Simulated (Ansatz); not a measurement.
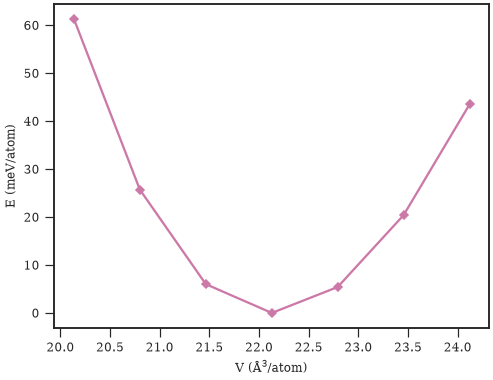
Figure: YTlPd in space group P-62m (No. 189; Pd on 1b, Tl on 3f, Pd on 2c, Y on 3g) under volume change, DFT-r²SCAN in the program Ansatz with PAW potentials, shape and atoms relaxed at each volume.

**Question.** What does a third-order Birch–Murnaghan fit give for V₀, B₀ and B′?

**Answer.** V₀ = 22.13 Å³/atom, B₀ = 91.5 GPa, B′ = 4.7.

The workflow started from an entry of the Crystallography Open Database (COD). Its standing as an ambient phase is unchecked. The cell was relaxed with r²SCAN under the symmetry of its start; its stability against distortions is not shown here. No spin polarisation was allowed. Scalar-relativistic: spin–orbit coupling is off unless named, which matters more the heavier the elements.

Potentials: the later of the program's two PAW sets.
